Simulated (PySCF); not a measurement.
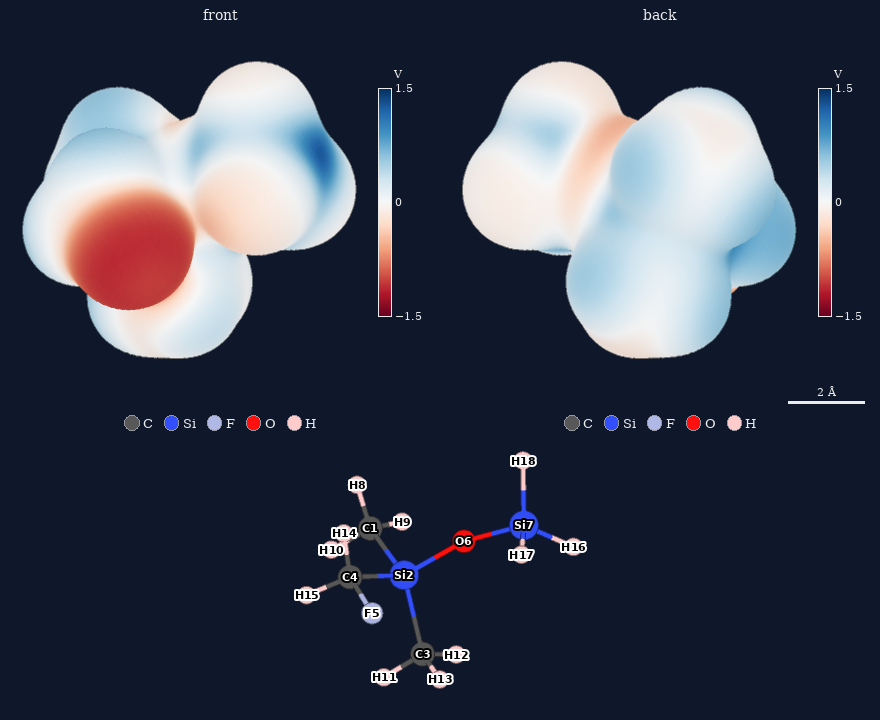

C₃H₁₁FOSi₂. The electrostatic potential painted on the density surface at 0.001 e/bohr³, seen from the front and from behind; red is negative and blue positive. The bare structure is drawn below in the same view.

Geometry: GFN2-xTB.

These are results of PBE0/pcSseg-1, SCF density, gas phase, non-relativistic in PySCF, not measurements.

```json
{"atom": "C", "x (Å)": "-0.4455", "y (Å)": "1.7854", "z (Å)": "-1.2064"}
{"atom": "Si", "x (Å)": "-0.3464", "y (Å)": "0.1688", "z (Å)": "-0.2148"}
{"atom": "C", "x (Å)": "-1.0074", "y (Å)": "-1.3448", "z (Å)": "-1.1520"}
{"atom": "C", "x (Å)": "-1.3272", "y (Å)": "0.3791", "z (Å)": "1.4299"}
{"atom": "F", "x (Å)": "-1.3308", "y (Å)": "-0.8040", "z (Å)": "2.1478"}
{"atom": "O", "x (Å)": "1.2130", "y (Å)": "-0.0582", "z (Å)": "0.1765"}
{"atom": "Si", "x (Å)": "2.5611", "y (Å)": "-0.7016", "z (Å)": "0.8170"}
{"atom": "H", "x (Å)": "-0.1358", "y (Å)": "2.6393", "z (Å)": "-0.6115"}
{"atom": "H", "x (Å)": "0.2042", "y (Å)": "1.7408", "z (Å)": "-2.0743"}
{"atom": "H", "x (Å)": "-1.4537", "y (Å)": "1.9760", "z (Å)": "-1.5593"}
{"atom": "H", "x (Å)": "-2.0364", "y (Å)": "-1.2051", "z (Å)": "-1.4691"}
{"atom": "H", "x (Å)": "-0.4121", "y (Å)": "-1.5460", "z (Å)": "-2.0380"}
{"atom": "H", "x (Å)": "-0.9739", "y (Å)": "-2.2312", "z (Å)": "-0.5246"}
{"atom": "H", "x (Å)": "-0.8832", "y (Å)": "1.1301", "z (Å)": "2.0878"}
{"atom": "H", "x (Å)": "-2.3766", "y (Å)": "0.6375", "z (Å)": "1.2712"}
{"atom": "H", "x (Å)": "3.1881", "y (Å)": "-1.4668", "z (Å)": "-0.2601"}
{"atom": "H", "x (Å)": "2.1954", "y (Å)": "-1.5488", "z (Å)": "1.9483"}
{"atom": "H", "x (Å)": "3.3582", "y (Å)": "0.4557", "z (Å)": "1.2199"}
```

> Where is the surface potential most negative and most positive?

The most negative region (about −1.1 V, or −25 kcal/mol for a unit charge) lies over F5, the most positive (about +1.1 V, or +25 kcal/mol for a unit charge) over Si7.

> How polar is the molecule by this calculation?

Its dipole moment is 1.59 D.
